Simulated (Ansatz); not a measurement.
**BrCl₃GaH: density, localisation and related maps**

The calculation's input:

```
crystal:
  periodic: [false, false, false]
  atoms:
    - {symbol: Ga, position_ang: [-0.459369, -0.453991, -0.003723]}
    - {symbol: Cl, position_ang: [-0.296074, 1.696090, -0.791732]}
    - {symbol: Cl, position_ang: [-0.462451, -1.884570, -1.570015]}
    - {symbol: Cl, position_ang: [-1.758635, -0.599915, 1.666736]}
    - {symbol: H, position_ang: [1.092750, 1.226329, -0.049278]}
    - {symbol: Br, position_ang: [1.883779, 0.016058, 0.747912]}
basis:
  gaussian: {orbitals: def2-TZVPP}
hamiltonian: {xc: pbe0, dispersion: d4}
output: {orbitals: {seedname: orbitals}}
```

Command:

```sh
ansatz run in.yaml --threads 8 --pin off --events-out ev --progress --plain --max-ram 19148MiB
```

A transition-state structure; geometry: PBE0-D4/def2-TZVP.

Theory: Ansatz 0.2.0, RKS PBE0-D4/def2-TZVPP.

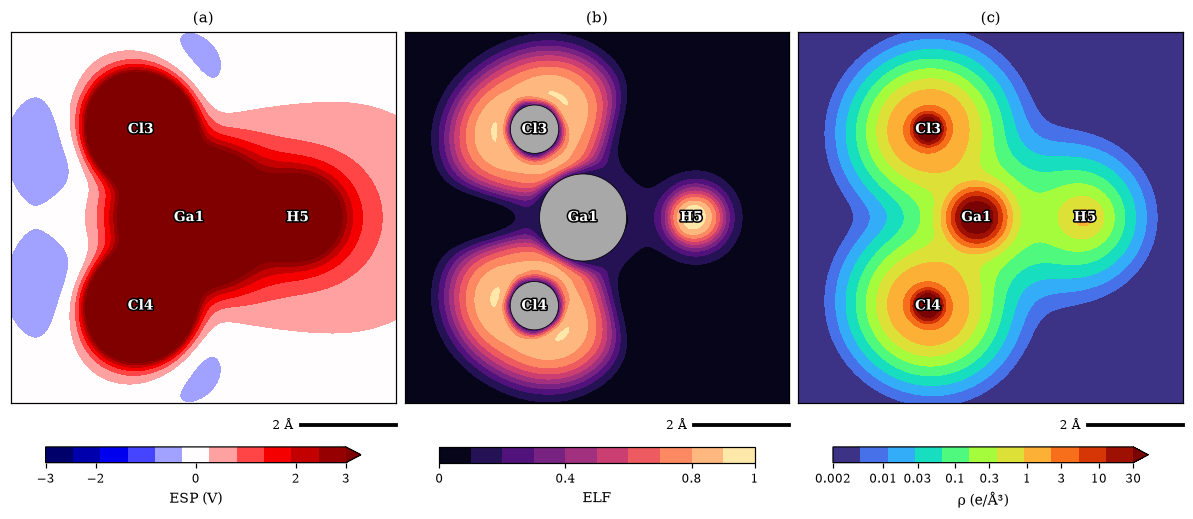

Figure 1. (a) electrostatic potential; (b) electron localisation function; (c) total electron density on the plane of atoms Cl3, Ga1 and Cl4. Grey discs cover the atomic cores in the ELF map.

Interpret the plot.

Answer. The section cuts through Ga, Cl and H sites.
Ga–Cl (2.12 Å): ρ at the midpoint is about 0.76 e/Å³; the ELF peaks at about 0.85 in the valence shell of Cl, 0.8 Å from its nucleus, and is about 0.60 at the midpoint.
The ELF also peaks beside Cl4 and Cl3, away from the bonds: lone-pair regions.
Outside the dense part of the molecule the potential is most negative (−0.4 V) near Cl3 and Cl4.

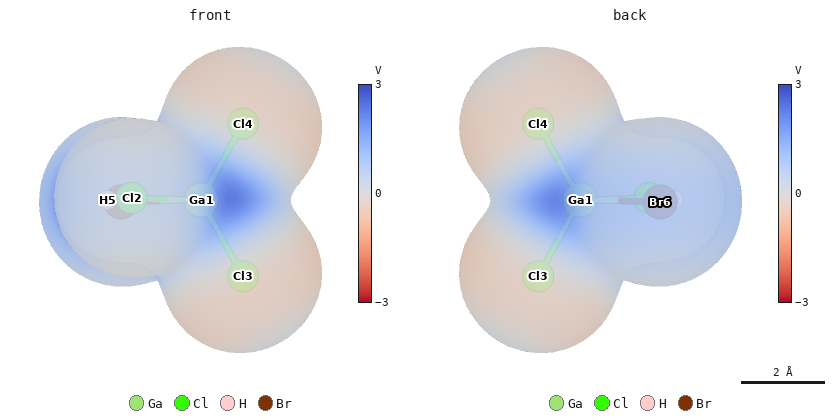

Figure 2. The molecular electrostatic potential painted on the density surface at 0.002 e/bohr³, seen from the front and from behind; the colour scale runs from red (negative) to blue (positive).

Which sites attract a positive test charge, and which a negative one?

Answer. A positive charge is drawn to the negative regions and a negative charge to the positive ones. The most negative region (about −0.4 V) lies over Cl3 and Cl4, the most positive (about +2.1 V) over Ga1.

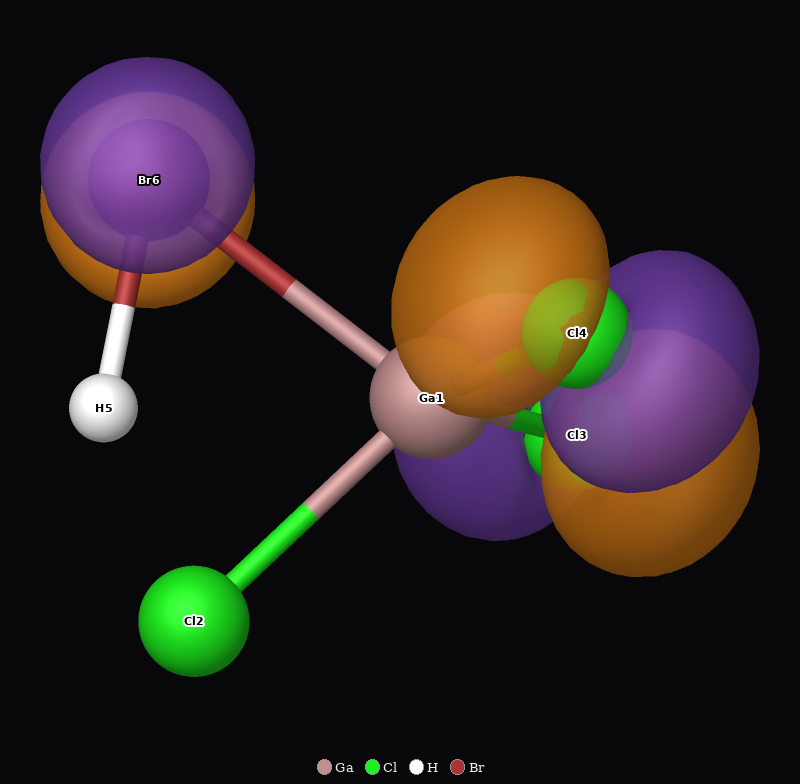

Figure 3. One frontier orbital at ±0.15 Å⁻³ᐟ² (orange and purple are the two phases), seen from one side.

Which orbital is it: HOMO or LUMO?

Answer. The HOMO, at −9.26 eV. It lies mainly on Cl3 (about 40 %), Cl4 (about 40 %) and Br6 (about 20 %); largely a combination of lone pairs on Cl3, Cl4 and Br6.

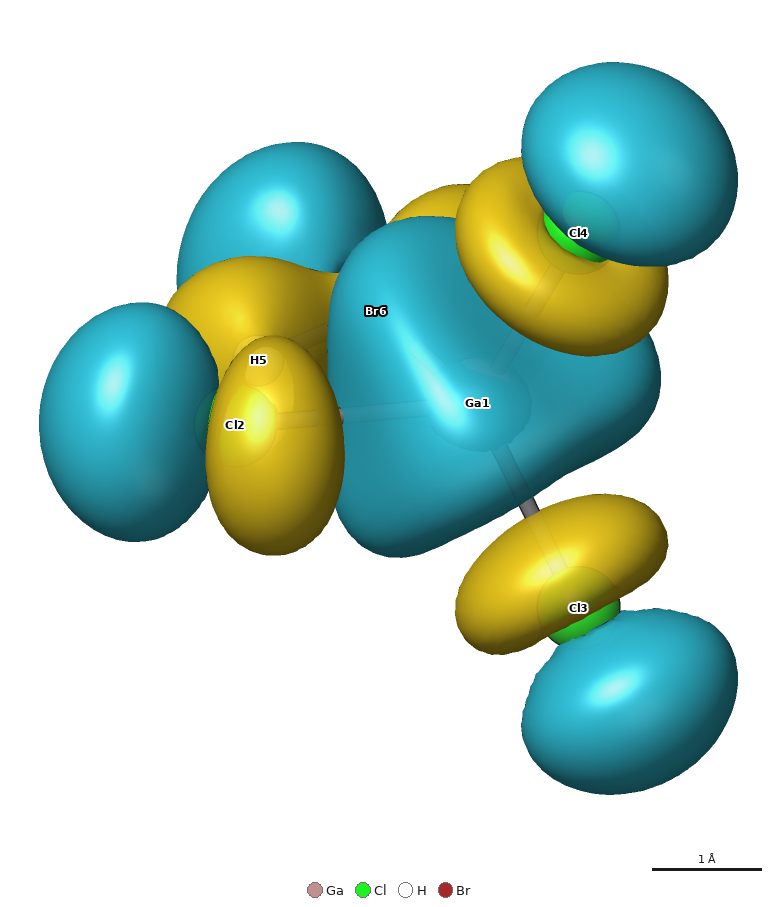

Figure 4. The LUMO at ±0.06 Å⁻³ᐟ² (yellow and cyan are the two phases), seen at a tilt.

Where does this orbital lie, and at what energy?

Answer. It lies mainly on Ga1 (about 35 %), Br6 (about 20 %), Cl2 (about 15 %), Cl3 (about 15 %) and Cl4 (about 15 %). Its energy is −1.98 eV.
